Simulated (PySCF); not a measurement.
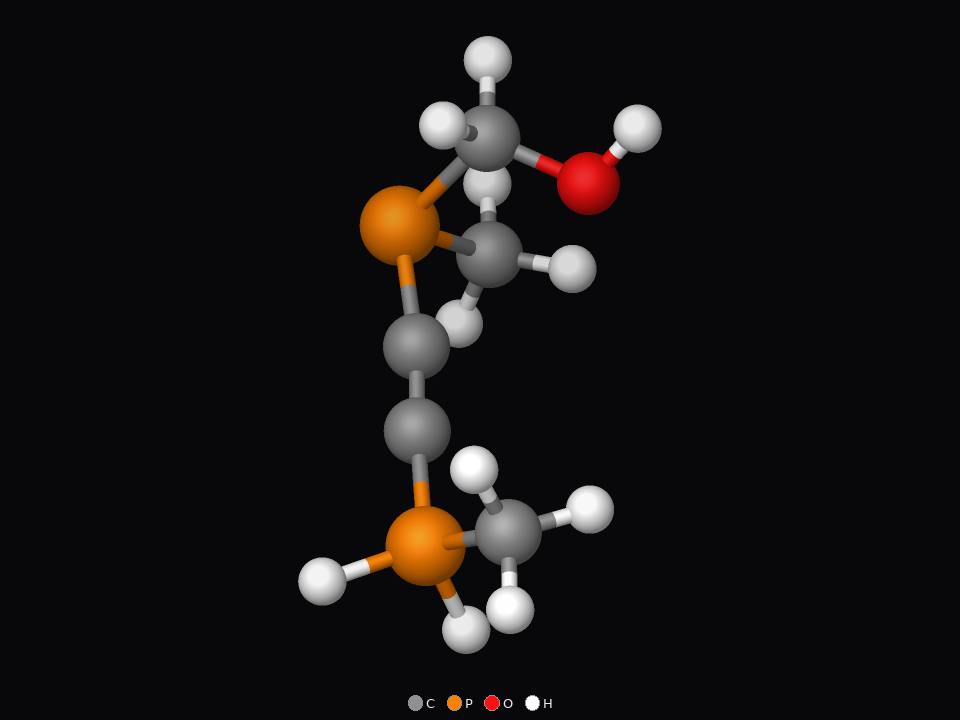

Charge +1, singlet. The geometry was computed by an optimisation with PBE0-D3(BJ)/def2-SVP. No frequency run is at hand to confirm it as a minimum.

Give the structural formula.

SMILES: C[PH2+]C#CP(C)CO

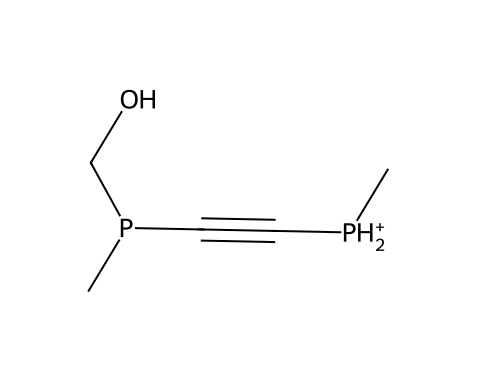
